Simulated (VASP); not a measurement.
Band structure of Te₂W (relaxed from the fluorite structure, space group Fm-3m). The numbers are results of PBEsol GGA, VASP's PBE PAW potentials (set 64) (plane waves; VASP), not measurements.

Unless said otherwise, spin-orbit coupling is left out, though it shifts the bands of the heavy elements here.

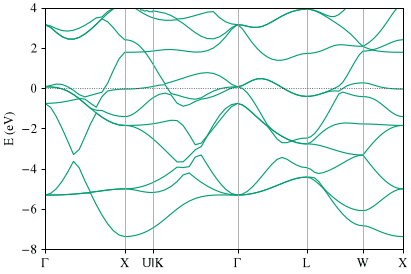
Figure: Bands along high-symmetry lines, zero at the valence-band maximum or, without a gap, the Fermi level

Problem. Read the plot: is there a gap, and where are the band edges?

Solution. It has no gap at this level: it comes out as a metal or semimetal. (Edges off the drawn lines would not show.)

The structure was generated: Te2W was put into the fluorite type (Fm-3m), which need not be its known phase. It was relaxed first, which changed the volume by -8 %.
